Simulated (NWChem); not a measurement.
# C3H3N (SMILES [H]/N=C\C#C) at 6 levels

We compute a comparison of 6 runs (HF/def2-SVP, PBE/cc-pVDZ, B3LYP/6-31G*, PBE0/def2-SVP, MP2/def2-SVPD) of C3H3N. 

The calculation is run with NWChem 7.3.0.

1 further run of the same task is left out (set aside as unsound or not needed). Runs told in other sessions of the task aren't counted.

## (1) Starting point

C3H3N: 7 atoms, total charge 0, spin state singlet. SMILES: `[H]/N=C\C#C`. The coordinates come from a PBE0-D4/def2-TZVP relaxation.

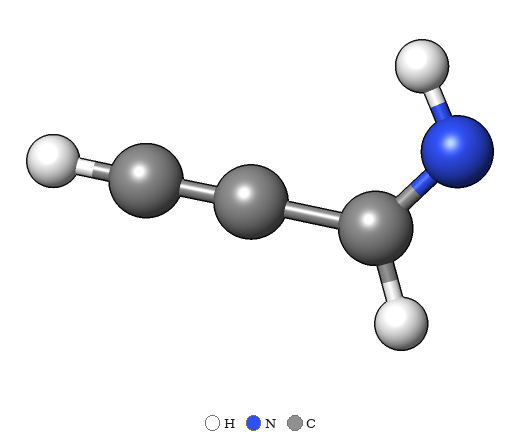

The structure, seen from a chosen angle (hydrogen white, nitrogen blue, carbon grey).

## (2) Energy and gradient at HF/def2-SVP (run 1)

File job.xyz:

```xyz
7
Z-propargylimine
H      0.042980    -1.921630     0.276790
N      0.571870    -1.414880     0.988450
C      0.520410    -0.165300     0.774280
C     -0.170650     0.476280    -0.301020
C     -0.748370     1.024920    -1.201350
H      1.046470     0.497080     1.464630
H     -1.262700     1.503530    -2.001770
```

File run.py:

```python
from ase.io import read
from ase.calculators.nwchem import NWChem

system = read('job.xyz')

calc = NWChem(
    label='job',
    theory='scf',
    memory='2200 mb',
    basis='def2-SVP',
    basispar='spherical bse',
    scf={'nopen': '0', 'rhf': None, 'thresh': '1e-08', 'maxiter': '80', 'print': 'low'},
)
system.calc = calc

forces = system.get_forces()
print(f"energy = {system.get_potential_energy():.6f} eV")
print("forces (eV/A):")
for s, f in zip(system.symbols, forces):
    print(f"{s:2s} {f[0]:10.5f} {f[1]:10.5f} {f[2]:10.5f}")
```

Launch:

```sh
$ export ASE_NWCHEM_COMMAND="nwchem PREFIX.nwi > PREFIX.nwo"
$ python run.py
```

Standard output:

```text
energy = -4614.406817 eV
forces (eV/A):
H     0.29203    0.21062    0.40037
N    -0.38798    1.01780   -0.67713
C     0.58133   -1.48440    1.01111
C    -0.98190    0.87515   -1.52415
C     0.57989   -0.56266    0.90518
H    -0.07071   -0.08551   -0.09374
H    -0.01265    0.02900   -0.02165
```

The calculator wrote job.nwi:

```
title "job"

permanent_dir job

scratch_dir job

start job

geometry units angstrom nocenter noautosym noautoz
  H  4.2979999999999997e-02 -1.9216299999999999e+00 2.7678999999999998e-01
  N  5.7186999999999999e-01 -1.4148799999999999e+00 9.8845000000000005e-01
  C  5.2041000000000004e-01 -1.6530000000000000e-01 7.7427999999999997e-01
  C  -1.7065000000000000e-01 4.7627999999999998e-01 -3.0102000000000001e-01
  C  -7.4836999999999998e-01 1.0249200000000001e+00 -1.2013499999999999e+00
  H  1.0464700000000000e+00 4.9708000000000002e-01 1.4646300000000001e+00
  H  -1.2626999999999999e+00 1.5035300000000000e+00 -2.0017700000000000e+00
end

memory 2200 mb

basis spherical bse noprint
   * library def2-SVP
end

scf
  nopen 0
  rhf
  thresh 1e-08
  maxiter 80
  print low
end

task scf gradient
```

job.nwo:

```text
Northwest Computational Chemistry Package (NWChem) 7.3.0
             --------------------------------------------------------

           Job information
           ---------------

    nwchem branch   = 7.3.0
    use scalapack   = T
    input           = job.nwi
    prefix          = job.
    data base       = job/job.db
    status          = startup
    nproc           =        1

           Memory information
           ------------------

    heap     =     72089596 doubles =      550.0 Mbytes
    stack    =     72089601 doubles =      550.0 Mbytes
    global   =    144179200 doubles =     1100.0 Mbytes (distinct from heap & stack)
    total    =    288358397 doubles =     2200.0 Mbytes
    verify   = yes
    hardfail = no

           Directory information
           ---------------------

  0 permanent = job
  0 scratch   = job

                                NWChem Input Module
                                -------------------

                                        job
                                        ---

[... 27 lines left out ...]
            Nuclear Dipole moment (a.u.)
[... 64 lines left out ...]
 Forming initial guess at       0.0s

 Starting SCF solution at       0.1s

       Final RHF  results
       ------------------

         Total SCF energy =   -169.576324147736
      One-electron energy =   -407.587431583337
      Two-electron energy =    147.365037592963
 Nuclear repulsion energy =     90.646069842637

        Time for solution =      5.3s

                              NWChem Gradients Module
                              -----------------------

                         RHF ENERGY GRADIENTS

    atom               coordinates                        gradient
                 x          y          z           x          y          z
   1 H       0.081220  -3.631354   0.523057   -0.005679  -0.004096  -0.007786
   2 N       1.080678  -2.673736   1.867900    0.007545  -0.019793   0.013168
   3 C       0.983432  -0.312372   1.463177   -0.011305   0.028867  -0.019663
   4 C      -0.322482   0.900039  -0.568845    0.019095  -0.017019   0.029640
   5 C      -1.414214   1.936818  -2.270222   -0.011277   0.010942  -0.017603
   6 H       1.977542   0.939345   2.767749    0.001375   0.001663   0.001823
   7 H      -2.386157   2.841260  -3.782797    0.000246  -0.000564   0.000421

 Task  times  cpu:        6.1s     wall:        6.1s
 Total times  cpu:        6.2s     wall:        6.2s
```

Run time: 7.2 s. Hardware: 1 thread of Intel Xeon 6975P-C (Granite Rapids), shared host; peak memory 0.1 GiB.

## (3) Energy and forces at PBE/cc-pVDZ (run 2)

File run.py:

```python
from ase import Atoms
from ase.calculators.nwchem import NWChem

atoms = Atoms('HNCCCHH', positions=[
    [0.042980, -1.921630, 0.276790],
    [0.571870, -1.414880, 0.988450],
    [0.520410, -0.165300, 0.774280],
    [-0.170650, 0.476280, -0.301020],
    [-0.748370, 1.024920, -1.201350],
    [1.046470, 0.497080, 1.464630],
    [-1.262700, 1.503530, -2.001770],
])

calc = NWChem(
    label='c3h3n',
    theory='dft',
    memory='2200 mb',
    basis='cc-pVDZ',
    basispar='spherical bse',
    dft={'xc': 'xpbe96 cpbe96', 'mult': '1', 'grid': 'xfine', 'convergence': 'energy 1e-08', 'iterations': '100', 'mulliken': None, 'print': 'low'},
)
atoms.calc = calc

forces = atoms.get_forces()
print("Total energy (eV):", round(atoms.get_potential_energy(), 6))
print("forces (eV/A):")
for s, f in zip(atoms.symbols, forces):
    print(f"{s:2s} {f[0]:10.5f} {f[1]:10.5f} {f[2]:10.5f}")
```

Launch:

```sh
$ export ASE_NWCHEM_COMMAND="nwchem PREFIX.nwi > PREFIX.nwo"
$ python run.py
```

Standard output:

```text
Total energy (eV): -4641.39535
forces (eV/A):
H    -0.39245   -0.30025   -0.53674
N     0.53736   -1.19603    0.91398
C    -0.28951    0.85201   -0.51484
C     1.08012   -0.89418    1.66834
C    -0.96565    0.90477   -1.50348
H     0.31352    0.37862    0.41282
H    -0.28334    0.25500   -0.44002
```

The calculator wrote c3h3n.nwi:

```
title "c3h3n"

permanent_dir c3h3n

scratch_dir c3h3n

start c3h3n

geometry units angstrom nocenter noautosym noautoz
  H  4.2979999999999997e-02 -1.9216299999999999e+00 2.7678999999999998e-01
  N  5.7186999999999999e-01 -1.4148799999999999e+00 9.8845000000000005e-01
  C  5.2041000000000004e-01 -1.6530000000000000e-01 7.7427999999999997e-01
  C  -1.7065000000000000e-01 4.7627999999999998e-01 -3.0102000000000001e-01
  C  -7.4836999999999998e-01 1.0249200000000001e+00 -1.2013499999999999e+00
  H  1.0464700000000000e+00 4.9708000000000002e-01 1.4646300000000001e+00
  H  -1.2626999999999999e+00 1.5035300000000000e+00 -2.0017700000000000e+00
end

memory 2200 mb

basis spherical bse noprint
   * library cc-pVDZ
end

dft
  xc xpbe96 cpbe96
  mult 1
  grid xfine
  convergence energy 1e-08
  iterations 100
  mulliken
  print low
end

task dft gradient
```

c3h3n.nwo (excerpt; [...] marks lines left out):

```text
[...]
         Total DFT energy =     -170.568134466122
      One electron energy =     -408.477413955453
           Coulomb energy =      171.267543559658
    Exchange-Corr. energy =      -24.004333912964
 Nuclear repulsion energy =       90.646069842637
[... 19 lines left out ...]
     -------------------------------------------
      Total Density - Lowdin Population Analysis
[...]
                         DFT ENERGY GRADIENTS
    atom               coordinates                        gradient
                 x          y          z           x          y          z
   1 H       0.081220  -3.631354   0.523057    0.007632   0.005839   0.010438
   2 N       1.080678  -2.673736   1.867900   -0.010450   0.023259  -0.017774
   3 C       0.983432  -0.312372   1.463177    0.005630  -0.016569   0.010012
   4 C      -0.322482   0.900039  -0.568845   -0.021005   0.017389  -0.032444
   5 C      -1.414214   1.936818  -2.270222    0.018779  -0.017595   0.029238
   6 H       1.977542   0.939345   2.767749   -0.006097  -0.007363  -0.008028
   7 H      -2.386157   2.841260  -3.782797    0.005510  -0.004959   0.008557
 Task  times  cpu:       25.4s     wall:       25.4s
 Total times  cpu:       25.4s     wall:       25.4s
```

It took 26 s on 1 thread of Intel Xeon 6975P-C (Granite Rapids), shared host; peak memory 0.14 GiB.

Run 3 isn't shown in full; the table further down has it.

## (4) Energy and gradient at B3LYP/6-31G(d) (Cartesian functions) (run 4)

File m1.nw:

```
start m1
memory total 2200 mb

geometry units angstroms noautosym nocenter noautoz
   H        0.042980      -1.921630       0.276790
   N        0.571870      -1.414880       0.988450
   C        0.520410      -0.165300       0.774280
   C       -0.170650       0.476280      -0.301020
   C       -0.748370       1.024920      -1.201350
   H        1.046470       0.497080       1.464630
   H       -1.262700       1.503530      -2.001770
end

basis
   * library 6-31G*
end

dft
   xc b3lyp
   grid xfine
   convergence energy 1e-08
   iterations 100
   mulliken
   noprint "final vectors analysis"
end

task dft gradient
```

Launch:

```sh
$ nwchem m1.nw > m1.out
```

Standard output:

```text
[...]
          Wavefunction type:  closed shell.
          No. of atoms     :     7
          No. of electrons :    28
[...]
          Charge           :     0
          Spin multiplicity:     1
[...]
          AO basis - number of functions:    66
[...]
              XC Information
              --------------
                         B3LYP Method XC Potential
                     Hartree-Fock (Exact) Exchange  0.200
                        Slater Exchange Functional  0.800 local
                    Becke 1988 Exchange Functional  0.720 non-local
              Lee-Yang-Parr Correlation Functional  0.810
                  VWN I RPA Correlation Functional  0.190 local
[...]
 d= 0,ls=0.0,diis     1   -170.6989401800 -2.61D+02  2.01D-02  6.76D-01     1.8
[...]
 d= 0,ls=0.0,diis    11   -170.7727031488 -5.04D-09  8.19D-07  4.07D-09    16.8
         Total DFT energy =     -170.772703148830
      One electron energy =     -408.488903204079
           Coulomb energy =      171.274604560540
    Exchange-Corr. energy =      -24.204474347928
 Nuclear repulsion energy =       90.646069842637
[...]
      Total Density - Mulliken Population Analysis
     ---------------------------------------------
    Atom       Charge   Shell Charges
 -----------   ------   -------------------------------------------------------
    1 H    1     0.70   0.51  0.19
    2 N    7     7.49   1.99  0.83  2.38  0.95  1.33  0.00
    3 C    6     6.05   1.99  0.72  2.05  0.49  0.77  0.03
    4 C    6     5.67   1.99  0.72  2.04  0.48  0.45 -0.01
    5 C    6     6.47   1.99  0.71  2.00  0.72  1.05 -0.00
    6 H    1     0.83   0.53  0.30
    7 H    1     0.79   0.51  0.28
[...]
  wavefunction    = closed shell
                         DFT ENERGY GRADIENTS
    atom               coordinates                        gradient
                 x          y          z           x          y          z
   1 H       0.081220  -3.631354   0.523057    0.002275   0.002069   0.003078
   2 N       1.080678  -2.673736   1.867900   -0.004158   0.013033  -0.007494
   3 C       0.983432  -0.312372   1.463177    0.000355  -0.010805   0.001704
   4 C      -0.322482   0.900039  -0.568845   -0.005623   0.003685  -0.008573
   5 C      -1.414214   1.936818  -2.270222    0.007393  -0.007108   0.011530
   6 H       1.977542   0.939345   2.767749   -0.001008  -0.000308  -0.001421
   7 H      -2.386157   2.841260  -3.782797    0.000766  -0.000567   0.001176
[...]
```

It took 20 s on 1 thread of Intel Xeon 6975P-C (Granite Rapids), shared host; peak memory 0.14 GiB.

Run 5 isn't shown in full; the table further down has it.

## (5) Energy and gradient at MP2/def2-SVPD (run 6)

File run.xyz:

```xyz
7
C3H3N mp2
H      0.042980    -1.921630     0.276790
N      0.571870    -1.414880     0.988450
C      0.520410    -0.165300     0.774280
C     -0.170650     0.476280    -0.301020
C     -0.748370     1.024920    -1.201350
H      1.046470     0.497080     1.464630
H     -1.262700     1.503530    -2.001770
```

File run.py:

```python
from ase.io import read
from ase.calculators.nwchem import NWChem

atoms = read('run.xyz')

calc = NWChem(
    label='run',
    theory='mp2',
    memory='2200 mb',
    basis='def2-SVPD',
    basispar='spherical bse',
    scf={'nopen': '0', 'rhf': None, 'thresh': '1e-08', 'maxiter': '80'},
    mp2={'freeze': 'core 4', 'tight': None},
)
atoms.calc = calc

forces = atoms.get_forces()
print("Total energy (eV):", round(atoms.get_potential_energy(), 6))
print("forces (eV/A):")
for s, f in zip(atoms.symbols, forces):
    print(f"{s:2s} {f[0]:10.5f} {f[1]:10.5f} {f[2]:10.5f}")
```

Launch:

```sh
$ export ASE_NWCHEM_COMMAND="nwchem PREFIX.nwi > PREFIX.nwo"
$ python run.py
```

Standard output:

```text
Total energy (eV): -4629.97065
forces (eV/A):
H    -0.09816   -0.14367   -0.12676
N     0.14979   -1.21803    0.35353
C     0.11354    0.98345    0.05610
C     1.09514   -1.05225    1.70778
C    -1.23002    1.16543   -1.91650
H     0.13303    0.11153    0.18034
H    -0.16337    0.15360   -0.25444
```

The calculator wrote run.nwi:

```
title "run"

permanent_dir run

scratch_dir run

start run

geometry units angstrom nocenter noautosym noautoz
  H  4.2979999999999997e-02 -1.9216299999999999e+00 2.7678999999999998e-01
  N  5.7186999999999999e-01 -1.4148799999999999e+00 9.8845000000000005e-01
  C  5.2041000000000004e-01 -1.6530000000000000e-01 7.7427999999999997e-01
  C  -1.7065000000000000e-01 4.7627999999999998e-01 -3.0102000000000001e-01
  C  -7.4836999999999998e-01 1.0249200000000001e+00 -1.2013499999999999e+00
  H  1.0464700000000000e+00 4.9708000000000002e-01 1.4646300000000001e+00
  H  -1.2626999999999999e+00 1.5035300000000000e+00 -2.0017700000000000e+00
end

memory 2200 mb

basis spherical bse noprint
   * library def2-SVPD
end

scf
  nopen 0
  rhf
  thresh 1e-08
  maxiter 80
end
mp2
  freeze core 4
  tight
end

task mp2 gradient
```

run.nwo (excerpt; [...] marks lines left out):

```text
[...]
         Total SCF energy =   -169.583647784411
[...]
                         mp2 ENERGY GRADIENTS
    atom               coordinates                        gradient
                 x          y          z           x          y          z
   1 H       0.081220  -3.631354   0.523057    0.001909   0.002794   0.002465
   2 N       1.080678  -2.673736   1.867900   -0.002913   0.023687  -0.006875
   3 C       0.983432  -0.312372   1.463177   -0.002208  -0.019125  -0.001091
   4 C      -0.322482   0.900039  -0.568845   -0.021297   0.020463  -0.033211
   5 C      -1.414214   1.936818  -2.270222    0.023920  -0.022664   0.037270
   6 H       1.977542   0.939345   2.767749   -0.002587  -0.002169  -0.003507
   7 H      -2.386157   2.841260  -3.782797    0.003177  -0.002987   0.004948
[...]
```

Run time: 35 s. Hardware: 1 thread of Intel Xeon 6975P-C (Granite Rapids), shared host; peak memory 0.34 GiB.

## (6) Overview of the runs

```
run                               level  iteration cap  module  energy (Eh)  largest force (eV/Å)  wall time
  1                         HF/def2-SVP             80     scf  -169.576324                 2.013      7.2 s
  2                         PBE/cc-pVDZ            100     dft  -170.568134                 2.179       26 s
  3  B3LYP/6-31G* (spherical functions)            100     dft  -170.768625                 0.814       19 s
  4  B3LYP/6-31G* (Cartesian functions)            100     dft  -170.772703                 0.802       20 s
  5                       PBE0/def2-SVP            100     dft  -170.439587                 0.919       20 s
  6                       MP2/def2-SVPD             80     mp2  -170.148284                 2.558       35 s
```

## (7) What came out

| quantity | value |
| --- | --- |
| run 6: total energy | -170.14828 Eh |
| run 6: dipole moment (of the density that the program reports) | 2.33 D |
| run 6: HOMO energy (Hartree–Fock orbitals) | -10.82 eV |
| run 6: LUMO energy (Hartree–Fock orbitals) | 2.28 eV |
| run 6: HOMO–LUMO gap (Hartree–Fock orbitals) | 13.10 eV |
| run 6: correlation energy (4 core orbitals frozen) | -564.6 mEh |
| run 6: largest force on an atom | 2.558 eV/Å |

In words: Over runs 3, 4, 5 the dipole moment (its size) runs from 2.19 D (PBE0/def2-SVP) to 2.32 D (B3LYP/6-31G*). The two ends differ in method and basis. Totals of different functionals can't be ranked against each other. All runs together took 2.1 min, the longest 35 s.
